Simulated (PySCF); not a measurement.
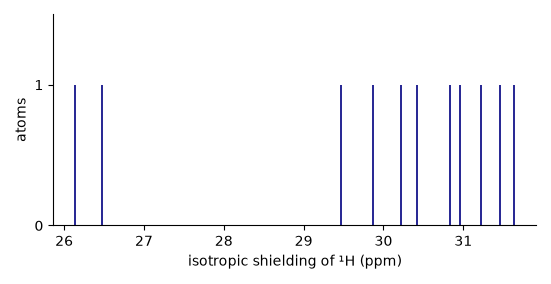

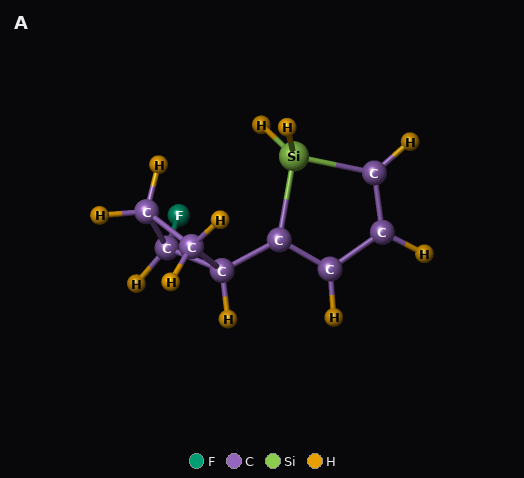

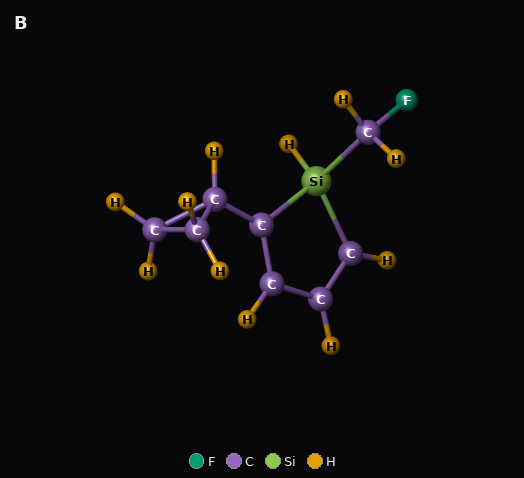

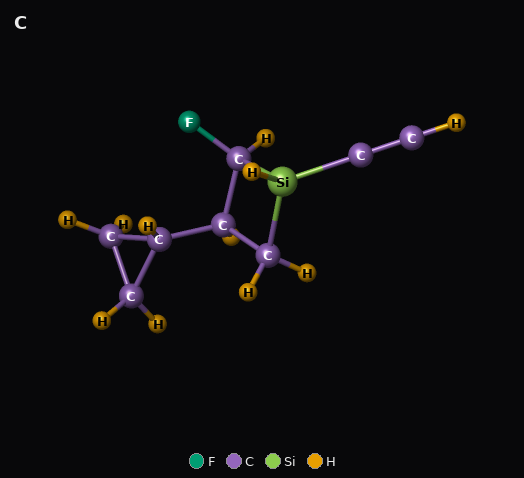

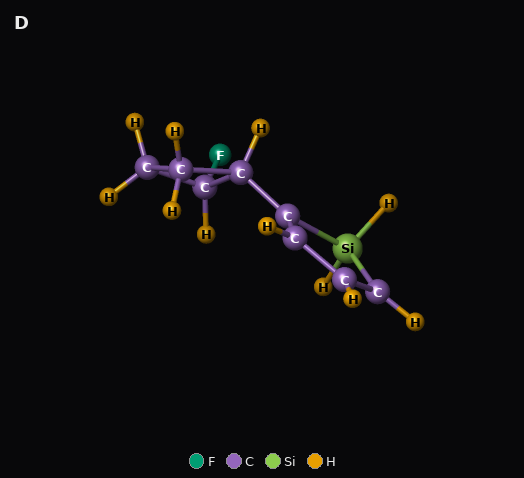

The sticks are computed shieldings of one of the molecules, for one fixed geometry (GFN2-xTB) without averaging over rotations. Low shielding means a high chemical shift. Method: GIAO PBE0/pcSseg-1 NMR shielding, non-relativistic, gas phase (PySCF 2.14.0).

Which molecule gives this pattern?

C, `C#C[Si@@H]1C[C@@H](C2CC2)[C@H]1F`. Its 11 H atoms give lines at 26.14, 26.47, 29.47, 29.87, 30.22, 30.42, 30.83, 30.96, 31.22, 31.46, 31.64 ppm.

The geometry is semi-empirical. Around Si such bond lengths and angles can be off by a tenth of an ångström or more and by several degrees, and values that hang on the shape move with them.
